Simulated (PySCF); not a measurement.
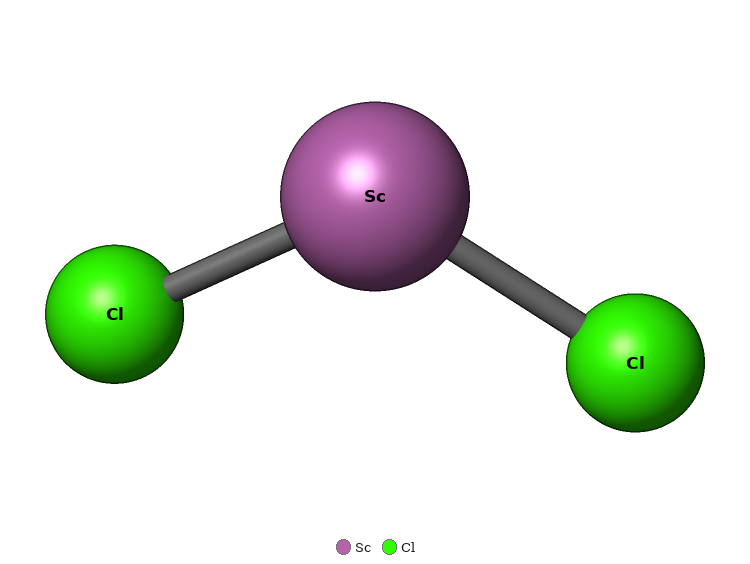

A molecule with one transition-metal atom. Charge +1, singlet. The geometry was computed by an optimisation with PBE0/def2-TZVP.

Describe the coordination sphere.

Answer. Sc binds 2 atoms: 2 Cl at 2.18 Å. The arrangement is bent.

Give the formal oxidation state and the d-electron count.

Answer. Sc(III), d⁰, counting the ligands as closed-shell ions or neutral donors.

How many electrons does a Mulliken analysis (PBE0/def2-TZVP) put in the metal's d functions?

Answer. 1.23, against the formal 0. Covalent donation from the ligands raises it.

Mulliken values depend strongly on the basis set. The search tried a few shapes and spins; others may lie lower.
